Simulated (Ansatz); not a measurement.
# Scan of one atom of the cell for TiB2 (AlB2 type, space group P6/mmm)

TiB$_{2}$ (AlB2 type, space group P6/mmm)

```xyz
3
Lattice="3.0247 0.0000 0.0000 -1.5123 2.6195 0.0000 0.0000 0.0000 3.2226" Properties=species:S:1:pos:R:3 pbc="T T T"
Ti     0.0000     0.0000     0.0000
B      0.0000     1.7463     1.6113
B      1.5123     0.8732     1.6113
```

In each cell atom 3 (B, nearest neighbour B at 1.746 Å; its periodic images, 3.0 Å or more away, move with it) moves by s·(0.707, 0.707, 0.000) (along Cartesian [110]), the rest being held.

Computed with r2SCAN (plane waves to 500 eV, PAW, scalar-relativistic; Ansatz, a first-principles code). k mesh 14×14×12 (Γ-centred), Fermi-Dirac smearing 0.05 eV. Energies are smeared free energies. Left out: 1 of 11 points, with atoms too close for the PAW data. With partly filled bands, energies and forces of such displacements shift with the k mesh and the smearing. F∥ is the force on the atom along that direction. TiB2 is run without spin polarisation. TiB2 was relaxed with its symmetry unable to fall. The zero of ΔE is the undisplaced structure.

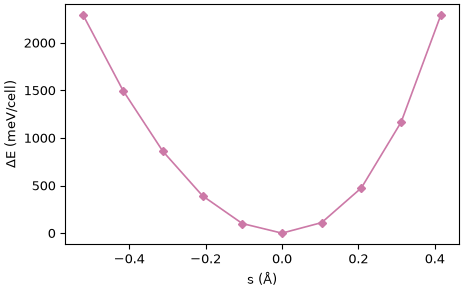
Figure: ΔE (meV/cell) against s (Å); one marker a computed point.

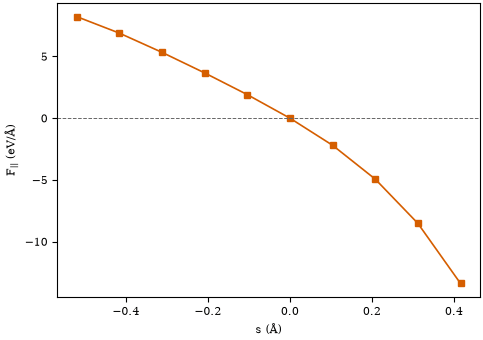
Fig. 1. F∥ (eV/Å) against s (Å); one marker a computed point.

The force constant k = d²E/ds² at s = 0 (finite differences) comes out as 19.4 eV/Å². The force along the line at s = -0.520 Å is 8.23 eV/Å and the energy at s = 0.416 Å is 2293 meV/cell. Harmonic estimate at the end of the scan: ½ks² = 1680 meV/cell against the computed 2293 meV/cell, so the well is stiffer than harmonic there. Shape of the curve: a single well with its minimum at or next to zero displacement.

The forces along the line at the two nearest points give (1.908 − (-2.196)) / (2·0.104) = 19.73 eV/Å²; the next pair corrects for the finite step.

(For displaced atoms, the force is minus the slope of the energy, and its curvature is a force constant, which sets phonon frequencies.)
